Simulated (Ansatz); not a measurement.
**Geometry relaxation, with input and output: BH₃SOF₂**

System: BH₃SOF₂.
Method: RKS r2SCAN/def2-SVP (Ansatz 0.2.0).

It belongs to a series of runs on one base structure; here: end point A relaxed. Figures and captions count atoms from 1; the log counts them from 0 in places.

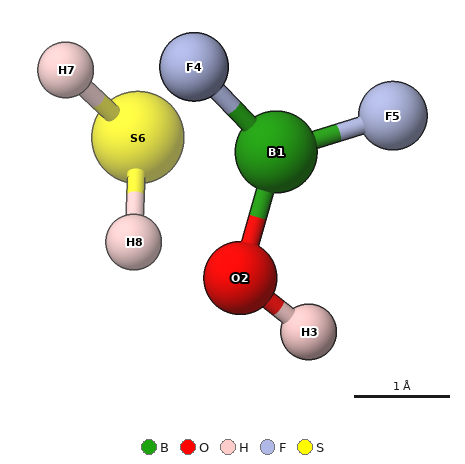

The structure as given in the input (ball-and-stick view, seen at a tilt; atoms are numbered from 1 in the order of the input). Bond lengths as drawn: B–F 1.32 to 1.33 Å, B–O 1.38 Å, H–O 0.97 Å and H–S 1.35 to 1.38 Å.

## Key numbers

```tsv
quantity	value
outcome	converged
total energy	−19032.0119 eV
mean-field energy	−19032.0119 eV
largest force (length of the vector) at the end	0.033 eV/Å
hardware	2 threads of AMD EPYC (Zen 3), 32 GiB of memory available, shared host
wall time	30 s (CPU time 58 s)
peak memory	0.18 GiB
```

## The input
```yaml
crystal:
  periodic: [false, false, false]
  atoms:
    - { symbol: B, position_ang: [-0.004073, -0.181916, 0.176923] }
    - { symbol: O, position_ang: [-0.251018, -0.588407, 1.471937] }
    - { symbol: H, position_ang: [-1.188637, -0.773161, 1.612921] }
    - { symbol: F, position_ang: [1.243417, 0.063803, -0.181816] }
    - { symbol: F, position_ang: [-0.967489, -0.123874, -0.731849] }
    - { symbol: S, position_ang: [-0.068856, 2.667701, 1.376116] }
    - { symbol: H, position_ang: [1.217722, 2.446108, 1.029223] }
    - { symbol: H, position_ang: [-0.088765, 1.518047, 2.137243] }
basis:
  gaussian: { orbitals: def2-SVP }
hamiltonian:
  xc: r2scan
relax:
  f_tol: 0.03
  max_steps: 50
```

Command:
```bash
ansatz run input.yaml --threads 2 --pin off --max-ram 3072MiB --backend cpu --events-out ev --progress --plain --runs-dir out
```

## The program's output
```
The last accepted step is kept in [file] (removed where the run ends without a failure and the disk answers)
Engine: ansatz 0.2.0, x86_64-unknown-linux-gnu
Functional definition: r2SCAN
  parameter k0 = 0.174
  parameter k1 = 0.065
  parameter a1 = 4.9479
  exchange = r2scan_x(k0 = k0, k1 = k1, a1 = a1)
  correlation = r2scan_c
972 factors; their error is unknown
mean field evaluation 1: about -19027.2307 eV, gradient 5.5e1 eV
mean field evaluation 2: about -19019.4517 eV, gradient 8.5e1 eV
mean field evaluation 4: about -19031.9667 eV, gradient 3.4e0 eV
mean field evaluation 8: about -19031.9893 eV, gradient 6.9e-2 eV
mean field evaluation 16: about -19031.9422 eV, gradient 1.3e-5 eV
mean field -19031.94221732 eV, -699.4109761726 hartree, gradient 1.3e-5 eV, S^2 0.000000; 0 other end points of the search recorded, 0 dependent functions left out
the calculation of the forces begins
reference -19031.94222568 eV, -699.4109764799 hartree; 25, 25 occupied and 64, 64 virtual orbitals, 972 factors
relax step   1: F+E_penalty+E_count = -19031.94221732 eV  Δ(F+E_penalty+E_count) = +0.000e0 eV  max|allowed force component| = 9.280e-1 eV/Å  Δτ_max = 0.0000 Å  (27 SCF iters, accepted)
these checks for a lower state are left out or cut short: starts, cluster_reference, orbital_swaps, neighbouring_geometries, increment
972 factors; their error is unknown
mean field -19031.98336303 eV, -699.4124882495 hartree, gradient 1.3e-5 eV, S^2 0.000000; 0 other end points of the search recorded, 0 dependent functions left out
the calculation of the forces begins
reference -19031.98337155 eV, -699.4124885626 hartree; 25, 25 occupied and 64, 64 virtual orbitals, 972 factors
relax step   2: F+E_penalty+E_count = -19031.98336303 eV  Δ(F+E_penalty+E_count) = -4.115e-2 eV  max|allowed force component| = 5.841e-1 eV/Å  Δτ_max = 0.1946 Å  (30 SCF iters, accepted)
these checks for a lower state are left out or cut short: starts, cluster_reference, orbital_swaps, neighbouring_geometries, increment
972 factors; their error is unknown
mean field -19031.99469849 eV, -699.4129048203 hartree, gradient 1.5e-5 eV, S^2 0.000000; 0 other end points of the search recorded, 0 dependent functions left out
the calculation of the forces begins
reference -19031.99470710 eV, -699.4129051364 hartree; 25, 25 occupied and 64, 64 virtual orbitals, 972 factors
relax step   3: F+E_penalty+E_count = -19031.99469849 eV  Δ(F+E_penalty+E_count) = -1.134e-2 eV  max|allowed force component| = 3.225e-1 eV/Å  Δτ_max = 0.1373 Å  (28 SCF iters, accepted)
these checks for a lower state are left out or cut short: starts, cluster_reference, orbital_swaps, neighbouring_geometries, increment
972 factors; their error is unknown
mean field evaluation 32: about -19032.0025 eV, gradient 3.6e0 eV
mean field -19031.99716147 eV, -699.4129953330 hartree, gradient 7.8e-6 eV, S^2 0.000000; 0 other end points of the search recorded, 0 dependent functions left out
the calculation of the forces begins
reference -19031.99716995 eV, -699.4129956446 hartree; 25, 25 occupied and 64, 64 virtual orbitals, 972 factors
relax step   4: F+E_penalty+E_count = -19031.99716147 eV  Δ(F+E_penalty+E_count) = -2.463e-3 eV  max|allowed force component| = 3.106e-1 eV/Å  Δτ_max = 0.1365 Å  (29 SCF iters, accepted)
these checks for a lower state are left out or cut short: starts, cluster_reference, orbital_swaps, neighbouring_geometries, increment
972 factors; their error is unknown
mean field -19031.99929206 eV, -699.4130736307 hartree, gradient 2.5e-5 eV, S^2 0.000000; 0 other end points of the search recorded, 0 dependent functions left out
the calculation of the forces begins
reference -19031.99930064 eV, -699.4130739460 hartree; 25, 25 occupied and 64, 64 virtual orbitals, 972 factors
relax step   5: F+E_penalty+E_count = -19031.99929206 eV  Δ(F+E_penalty+E_count) = -2.131e-3 eV  max|allowed force component| = 4.583e-1 eV/Å  Δτ_max = 0.1706 Å  (28 SCF iters, accepted)
these checks for a lower state are left out or cut short: starts, cluster_reference, orbital_swaps, neighbouring_geometries, increment
972 factors; their error is unknown
mean field -19032.00568282 eV, -699.4133084870 hartree, gradient 7.4e-6 eV, S^2 0.000000; 0 other end points of the search recorded, 0 dependent functions left out
the calculation of the forces begins
reference -19032.00569138 eV, -699.4133088012 hartree; 25, 25 occupied and 64, 64 virtual orbitals, 972 factors
relax step   6: F+E_penalty+E_count = -19032.00568282 eV  Δ(F+E_penalty+E_count) = -6.391e-3 eV  max|allowed force component| = 2.852e-1 eV/Å  Δτ_max = 0.0803 Å  (30 SCF iters, accepted)
these checks for a lower state are left out or cut short: starts, cluster_reference, orbital_swaps, neighbouring_geometries, increment
972 factors; their error is unknown
mean field -19032.00664205 eV, -699.4133437381 hartree, gradient 1.6e-5 eV, S^2 0.000000; 0 other end points of the search recorded, 0 dependent functions left out
the calculation of the forces begins
reference -19032.00665063 eV, -699.4133440531 hartree; 25, 25 occupied and 64, 64 virtual orbitals, 972 factors
relax step   7: F+E_penalty+E_count = -19032.00664205 eV  Δ(F+E_penalty+E_count) = -9.592e-4 eV  max|allowed force component| = 2.022e-1 eV/Å  Δτ_max = 0.1271 Å  (28 SCF iters, accepted)
these checks for a lower state are left out or cut short: starts, cluster_reference, orbital_swaps, neighbouring_geometries, increment
972 factors; their error is unknown
mean field evaluation 64: about -19032.0107 eV, gradient 1.2e-4 eV
mean field -19032.01068085 eV, -699.4134921610 hartree, gradient 1.9e-5 eV, S^2 0.000000; 0 other end points of the search recorded, 0 dependent functions left out
the calculation of the forces begins
reference -19032.01068944 eV, -699.4134924766 hartree; 25, 25 occupied and 64, 64 virtual orbitals, 972 factors
relax step   8: F+E_penalty+E_count = -19032.01068085 eV  Δ(F+E_penalty+E_count) = -4.039e-3 eV  max|allowed force component| = 6.051e-2 eV/Å  Δτ_max = 0.0385 Å  (26 SCF iters, accepted)
these checks for a lower state are left out or cut short: starts, cluster_reference, orbital_swaps, neighbouring_geometries, increment
972 factors; their error is unknown
mean field -19032.01088727 eV, -699.4134997469 hartree, gradient 2.2e-5 eV, S^2 0.000000; 0 other end points of the search recorded, 0 dependent functions left out
the calculation of the forces begins
reference -19032.01089584 eV, -699.4135000620 hartree; 25, 25 occupied and 64, 64 virtual orbitals, 972 factors
relax step   9: F+E_penalty+E_count = -19032.01088727 eV  Δ(F+E_penalty+E_count) = -2.064e-4 eV  max|allowed force component| = 7.656e-2 eV/Å  Δτ_max = 0.0251 Å  (28 SCF iters, accepted)
these checks for a lower state are left out or cut short: starts, cluster_reference, orbital_swaps, neighbouring_geometries, increment
972 factors; their error is unknown
mean field -19032.01145495 eV, -699.4135206089 hartree, gradient 2.0e-5 eV, S^2 0.000000; 0 other end points of the search recorded, 0 dependent functions left out
the calculation of the forces begins
reference -19032.01146354 eV, -699.4135209244 hartree; 25, 25 occupied and 64, 64 virtual orbitals, 972 factors
relax step  10: F+E_penalty+E_count = -19032.01145495 eV  Δ(F+E_penalty+E_count) = -5.677e-4 eV  max|allowed force component| = 4.406e-2 eV/Å  Δτ_max = 0.0262 Å  (27 SCF iters, accepted)
these checks for a lower state are left out or cut short: starts, cluster_reference, orbital_swaps, neighbouring_geometries, increment
972 factors; their error is unknown
mean field -19032.01166455 eV, -699.4135283113 hartree, gradient 2.3e-5 eV, S^2 0.000000; 0 other end points of the search recorded, 0 dependent functions left out
the calculation of the forces begins
reference -19032.01167314 eV, -699.4135286270 hartree; 25, 25 occupied and 64, 64 virtual orbitals, 972 factors
relax step  11: F+E_penalty+E_count = -19032.01166455 eV  Δ(F+E_penalty+E_count) = -2.096e-4 eV  max|allowed force component| = 3.472e-2 eV/Å  Δτ_max = 0.0209 Å  (28 SCF iters, accepted)
these checks for a lower state are left out or cut short: starts, cluster_reference, orbital_swaps, neighbouring_geometries, increment
972 factors; their error is unknown
mean field -19032.01184423 eV, -699.4135349144 hartree, gradient 2.2e-5 eV, S^2 0.000000; 0 other end points of the search recorded, 0 dependent functions left out
the calculation of the forces begins
reference -19032.01185282 eV, -699.4135352303 hartree; 25, 25 occupied and 64, 64 virtual orbitals, 972 factors
relax step  12: F+E_penalty+E_count = -19032.01184423 eV  Δ(F+E_penalty+E_count) = -1.797e-4 eV  max|allowed force component| = 2.716e-2 eV/Å  Δτ_max = 0.0284 Å  (27 SCF iters, accepted)
972 factors; their error is unknown
mean field evaluation 96: about -19032.0118 eV, gradient 2.2e-5 eV
```

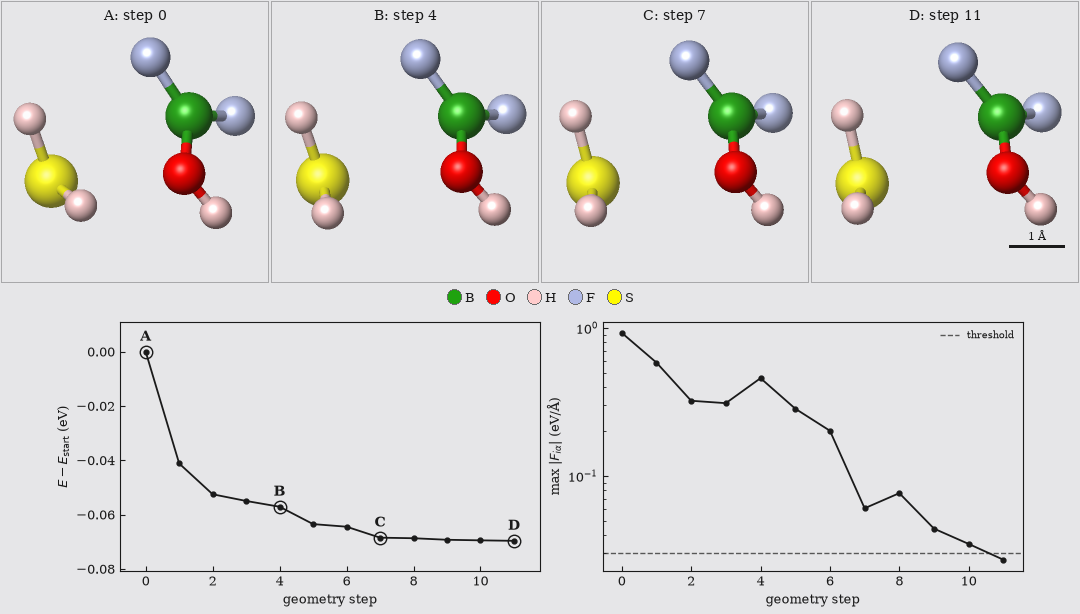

Frames of the relaxation (ball-and-stick view, seen at a tilt) above the curves, on which the letters mark them (the first geometry is step 0 here and step 1 in the log).

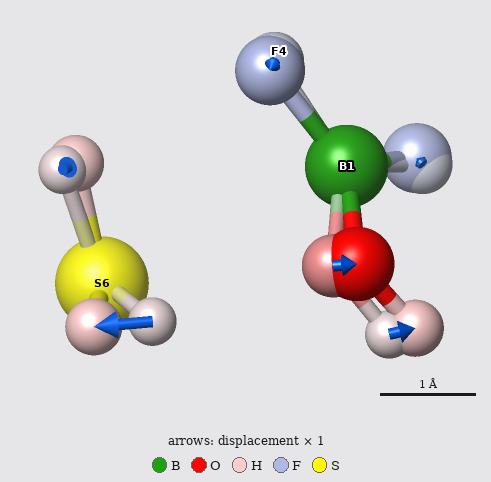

Start (faint) and end (solid) with the displacements as blue arrows, at true length (ball-and-stick view, seen at a tilt). The two geometries are laid on each other by the best rigid fit. The atom that moves furthest after the best rigid fit is H8 (0.62 Å). By element the largest moves are H 0.62 Å, O 0.26 Å, F 0.14 Å, B 0.07 Å, S 0.05 Å. Among the contacts that change: B1–O2 1.380 → 1.349 Å, S6–H8 1.379 → 1.351 Å, B1–F4 1.321 → 1.327 Å. The energy falls by 0.070 eV in 11 geometry steps. The largest force component goes from 0.93 to 0.027 eV/Å. (Atoms are counted from 1 in the order of the input.)

```
mean field -19032.01184423 eV, -699.4135349144 hartree, gradient 2.2e-5 eV, S^2 0.000000; 1 other end points of the search recorded, 0 dependent functions left out
the calculation of the forces begins
reference -19032.01185282 eV, -699.4135352303 hartree; 25, 25 occupied and 64, 64 virtual orbitals, 972 factors
Total energy: -19032.01185282 eV, -699.4135352303 hartree
Atom 0 at    -0.014746    -0.247465     0.201634 Å, force     0.018366     0.000662     0.027162 eV/Å
Atom 1 at    -0.349652    -0.806082     1.383107 Å, force     0.010594     0.007339    -0.018230 eV/Å
Atom 2 at    -1.297618    -0.975554     1.446051 Å, force    -0.011182    -0.005625     0.007124 eV/Å
Atom 3 at     1.258331     0.043660    -0.035706 Å, force    -0.006339    -0.007465     0.001051 eV/Å
Atom 4 at    -0.897012    -0.066758    -0.775813 Å, force    -0.010186     0.003965    -0.015319 eV/Å
Atom 5 at    -0.123687     2.668380     1.392042 Å, force     0.017043    -0.008201     0.000755 eV/Å
Atom 6 at     1.082350     2.480942     0.813343 Å, force    -0.016855     0.004871     0.006686 eV/Å
Atom 7 at     0.234335     1.931177     2.466041 Å, force    -0.001443     0.004455    -0.009230 eV/Å
Dipole moment:    -0.151875    -0.130564     0.262206 e Å
```

## Trajectory as extended XYZ (Å, eV, eV/Å), 12 frames, from step=1 to step=12
```
8
Properties=species:S:1:pos:R:3:forces:R:3 step=1 energy=-19031.94222
B    -0.0041   -0.1819    0.1769   -0.2197  -0.3130   0.8781
O    -0.2510   -0.5884    1.4719    0.1776   0.1166  -0.9280
H    -1.1886   -0.7732    1.6129   -0.0162  -0.0122  -0.0194
F     1.2434    0.0638   -0.1818    0.0080  -0.0003   0.0032
F    -0.9675   -0.1239   -0.7318    0.0154  -0.0150   0.0024
S    -0.0689    2.6677    1.3761    0.0028  -0.4540   0.3545
H     1.2177    2.4461    1.0292   -0.0110   0.0158   0.0098
H    -0.0888    1.5180    2.1372    0.0430   0.6622  -0.3007
8
Properties=species:S:1:pos:R:3:forces:R:3 step=2 energy=-19031.98336
B    -0.0247   -0.2641    0.1582   -0.0582  -0.3555   0.5841
O    -0.2724   -0.7105    1.4259    0.0573   0.2721  -0.5484
H    -1.2122   -0.8893    1.5611    0.0153  -0.0093   0.0041
F     1.2233   -0.0008   -0.1882   -0.0187   0.0833  -0.0093
F    -0.9841   -0.1810   -0.7532   -0.0084   0.0663  -0.0285
S    -0.0308    2.8175    1.4298    0.0419  -0.3421   0.1273
H     1.2414    2.5599    1.0536   -0.0219   0.0254  -0.0172
H    -0.0482    1.6965    2.2035   -0.0073   0.2597  -0.1121
8
Properties=species:S:1:pos:R:3:forces:R:3 step=3 energy=-19031.99470
B    -0.0292   -0.2879    0.1533   -0.0018   0.0811   0.3225
O    -0.2841   -0.7371    1.4064   -0.0358   0.0394  -0.1903
H    -1.2244   -0.9211    1.5327    0.0380  -0.0120   0.0148
F     1.2166    0.0141   -0.1738    0.0023  -0.0271  -0.0569
F    -0.9840   -0.1812   -0.7613   -0.0002  -0.0248  -0.0797
S    -0.0442    2.7956    1.3903    0.0893  -0.2924   0.1720
H     1.2422    2.5629    1.0444   -0.0539   0.0245  -0.0323
H    -0.0005    1.7830    2.2988   -0.0379   0.2114  -0.1500
8
Properties=species:S:1:pos:R:3:forces:R:3 step=4 energy=-19031.99716
B    -0.0195   -0.2197    0.1754   -0.0285  -0.0128   0.1704
O    -0.2775   -0.6721    1.4246   -0.0601  -0.0593  -0.0656
H    -1.2159   -0.8692    1.5450    0.0437  -0.0004   0.0113
F     1.2298    0.0667   -0.1535    0.0612  -0.0071  -0.0607
F    -0.9661   -0.1414   -0.7516   -0.0129   0.0032  -0.0758
S    -0.0755    2.6693    1.3492   -0.0487   0.3071  -0.2365
H     1.2110    2.4633    1.0042    0.0473   0.0139  -0.0537
H     0.0060    1.7314    2.2974   -0.0020  -0.2446   0.3106
8
Properties=species:S:1:pos:R:3:forces:R:3 step=5 energy=-19031.99929
B    -0.0229   -0.2315    0.1697    0.0427   0.0047  -0.0490
O    -0.2890   -0.7075    1.4009   -0.1315  -0.1178   0.1826
H    -1.2285   -0.9058    1.5117    0.0649   0.0081   0.0147
F     1.2304    0.0562   -0.1481    0.0573   0.0232  -0.0591
F    -0.9596   -0.1468   -0.7679   -0.0230   0.0420  -0.0857
S    -0.0872    2.6682    1.3318    0.0721  -0.3067   0.4583
H     1.1969    2.4535    0.9739   -0.0067   0.0088  -0.0343
H     0.0521    1.8421    2.4187   -0.0758   0.3376  -0.4276
8
Properties=species:S:1:pos:R:3:forces:R:3 step=6 energy=-19032.00568
B    -0.0119   -0.2259    0.1928   -0.0319   0.0970  -0.2005
O    -0.3004   -0.7393    1.4032   -0.0521  -0.1096   0.1479
H    -1.2445   -0.9151    1.5023    0.0052   0.0011   0.0174
F     1.2507    0.0424   -0.1110    0.0317  -0.0056  -0.0011
F    -0.9380   -0.0714   -0.7506    0.0416  -0.0290   0.0177
S    -0.1084    2.6517    1.3355   -0.0071  -0.1480   0.2852
H     1.1550    2.4520    0.9116    0.0635  -0.0013  -0.0413
H     0.0897    1.8339    2.4069   -0.0510   0.1954  -0.2253
8
Properties=species:S:1:pos:R:3:forces:R:3 step=7 energy=-19032.00664
B    -0.0123   -0.2473    0.1865    0.0966  -0.2022   0.1299
O    -0.3245   -0.8133    1.3740    0.0461   0.1907  -0.0348
H    -1.2778   -0.9080    1.4840   -0.0502  -0.0856  -0.0122
F     1.2584    0.0333   -0.0746   -0.0150   0.0189  -0.0074
F    -0.9094   -0.0833   -0.7767   -0.0784   0.0939  -0.0729
S    -0.1247    2.6648    1.3816    0.0028  -0.0162  -0.0048
H     1.1045    2.4730    0.8569   -0.0046   0.0012  -0.0086
H     0.1781    1.9091    2.4589    0.0026  -0.0008   0.0109
8
Properties=species:S:1:pos:R:3:forces:R:3 step=8 energy=-19032.01068
B    -0.0117   -0.2472    0.1857   -0.0152   0.0187   0.0600
O    -0.3223   -0.7777    1.3885   -0.0480   0.0131  -0.0605
H    -1.2727   -0.9269    1.4787    0.0515  -0.0140   0.0003
F     1.2559    0.0351   -0.0859   -0.0026  -0.0211  -0.0040
F    -0.9171   -0.0831   -0.7742    0.0137  -0.0095   0.0063
S    -0.1210    2.6571    1.3723    0.0021   0.0019   0.0254
H     1.1166    2.4667    0.8681    0.0024  -0.0012  -0.0088
H     0.1647    1.9044    2.4577   -0.0039   0.0121  -0.0187
8
Properties=species:S:1:pos:R:3:forces:R:3 step=9 energy=-19032.01089
B    -0.0112   -0.2380    0.1968   -0.0309  -0.0595  -0.0688
O    -0.3268   -0.7813    1.3914   -0.0766   0.0155  -0.0241
H    -1.2759   -0.9477    1.4697    0.0689   0.0105   0.0080
F     1.2593    0.0331   -0.0734   -0.0068   0.0270   0.0252
F    -0.9119   -0.0679   -0.7685    0.0372   0.0056   0.0595
S    -0.1173    2.6731    1.3796    0.0147  -0.0193   0.0086
H     1.1053    2.4595    0.8469   -0.0082   0.0047   0.0049
H     0.1707    1.8975    2.4481    0.0017   0.0155  -0.0133
8
Properties=species:S:1:pos:R:3:forces:R:3 step=10 energy=-19032.01145
B    -0.0126   -0.2457    0.1968   -0.0115   0.0034  -0.0044
O    -0.3339   -0.7962    1.3868   -0.0265   0.0217  -0.0441
H    -1.2832   -0.9577    1.4625    0.0265  -0.0056   0.0071
F     1.2580    0.0389   -0.0602   -0.0126  -0.0083   0.0117
F    -0.9082   -0.0663   -0.7702    0.0211  -0.0100   0.0284
S    -0.1181    2.6747    1.3830    0.0249  -0.0130  -0.0045
H     1.1001    2.4672    0.8364   -0.0267   0.0047   0.0132
H     0.1901    1.9134    2.4556    0.0048   0.0072  -0.0074
8
Properties=species:S:1:pos:R:3:forces:R:3 step=11 energy=-19032.01167
B    -0.0136   -0.2469    0.1972    0.0056   0.0033   0.0215
O    -0.3397   -0.7985    1.3850   -0.0049   0.0154  -0.0347
H    -1.2884   -0.9625    1.4565    0.0045  -0.0081   0.0078
F     1.2577    0.0414   -0.0523   -0.0078  -0.0094   0.0045
F    -0.9041   -0.0696   -0.7739    0.0021  -0.0022   0.0019
S    -0.1206    2.6707    1.3866    0.0162  -0.0057  -0.0039
H     1.0935    2.4710    0.8292   -0.0180   0.0042   0.0075
H     0.2075    1.9227    2.4624    0.0023   0.0025  -0.0047
8
Properties=species:S:1:pos:R:3:forces:R:3 step=12 energy=-19032.01184
B    -0.0147   -0.2475    0.2016    0.0184   0.0007   0.0272
O    -0.3497   -0.8061    1.3831    0.0106   0.0073  -0.0182
H    -1.2976   -0.9756    1.4461   -0.0112  -0.0056   0.0071
F     1.2583    0.0437   -0.0357   -0.0063  -0.0075   0.0011
F    -0.8970   -0.0668   -0.7758   -0.0102   0.0040  -0.0153
S    -0.1237    2.6684    1.3920    0.0170  -0.0082   0.0008
H     1.0823    2.4809    0.8133   -0.0169   0.0049   0.0067
H     0.2343    1.9312    2.4660   -0.0014   0.0045  -0.0092
```
